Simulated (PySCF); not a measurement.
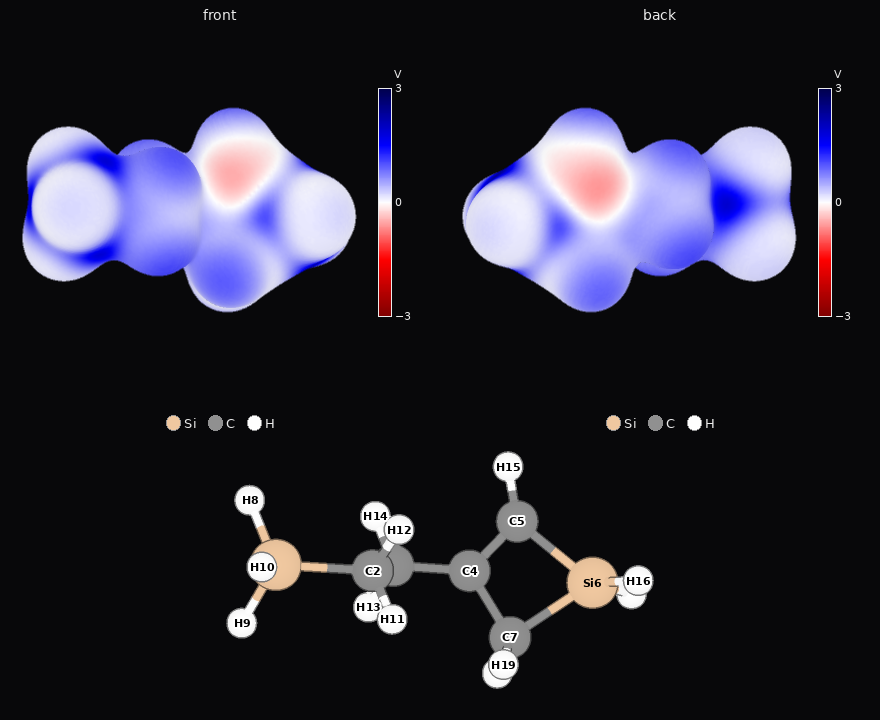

The picture shows: C$_{5}$H$_{12}$Si$_{2}$. The electrostatic potential painted on the density surface at 0.004 e/bohr³, seen from the front and from behind; the colour scale runs from red (negative) to blue (positive). The bare structure is drawn below in the same view.

Geometry: GFN2-xTB.

The calculation used PySCF, B3LYP/def2-SVPD, SCF density, gas phase.

```csv
atom,x (Å),y (Å),z (Å)
Si,3.2573,0.1750,-0.0782
C,1.3840,0.3773,-0.3235
C,0.5552,-0.3143,0.7677
C,-0.8980,-0.1223,0.5103
C,-1.7685,0.7445,1.0484
Si,-3.2136,0.1945,-0.0224
C,-1.6983,-0.8862,-0.5191
H,3.6399,0.6940,1.2368
H,3.6105,-1.2449,-0.1564
H,3.9574,0.9170,-1.1286
H,1.0930,-0.0264,-1.2956
H,1.1185,1.4370,-0.3395
H,0.7896,-1.3825,0.7793
H,0.8167,0.1047,1.7429
H,-1.5670,1.4651,1.8258
H,-3.6929,1.1180,-1.0509
H,-4.3257,-0.5123,0.6111
H,-1.7524,-1.9535,-0.3060
H,-1.3157,-0.7754,-1.5329
```

Question: Which sites attract a positive test charge, and which a negative one?

Answer: A positive charge is drawn to the negative regions and a negative charge to the positive ones. The most negative region (about −0.5 V) lies over the π face of C4 and C5, the most positive (about +2.0 V) over Si6.

Question: How polar is the molecule by this calculation?

Answer: Its dipole moment is 0.22 D.
